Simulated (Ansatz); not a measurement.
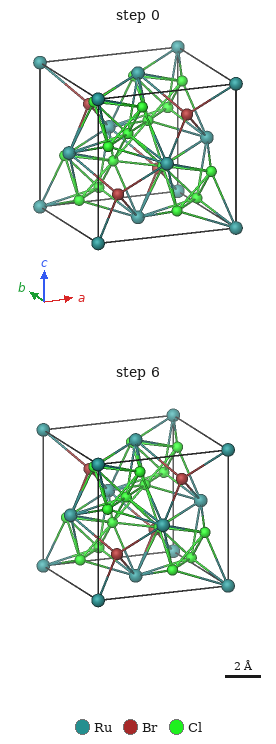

The structure of crystalline RuBrCl$_{4}$ (a generated structure, set up in F-43m) before (top) and after (bottom) a relaxation, at one scale.

Style: ball-and-stick. Shown: the conventional cell (4 times the calculation's cell), slightly off an axis. Lengths and directions refer to the drawn axes.

These are results of Ansatz 0.2.0, DFT PBE, scalar-relativistic, plane waves, PAW, not measurements. (plane-wave cutoff 420 eV; k-point mesh 8 × 8 × 8; occupations gaussian; smearing width 0.1 eV; collinear spin; cell and atoms relaxed; force threshold 0.01 eV/Å; at most 80 steps)

> What changed between the two?

The largest moves relative to the cell, 0.014 Å, are those of Cl atoms. Ru and Br stay in place. The drawn cell changes as follows: a = b = c 8.628 → 8.134 Å (−5.7 %); the volume changes by −16.2 %. Near-neighbour distances that change, for instance: Br–Ru 3.736 → 3.522 Å, Cl–Ru 3.573 → 3.371 Å, Cl–Cl 3.084 → 2.885 Å, Cl–Cl 3.017 → 2.866 Å. The space group stays F-43m (No. 216). Over 5 accepted moves (6 points after the start) the energy falls by 0.346 eV per cell of the calculation. Largest force component: 0.016 eV/Å at the start, 0.0055 eV/Å at the end. The pressure goes from −3.63 to 0.02 GPa. At 1 point the geometry stayed and the basis and grid were re-selected for the new cell (energy shift of 2.2 meV per cell of the calculation at most each time). Cost: 6.8 min on 1 thread of Intel(R) Xeon(R) Processor @ 2.70GHz (shared host), peak memory 0.61 GiB.
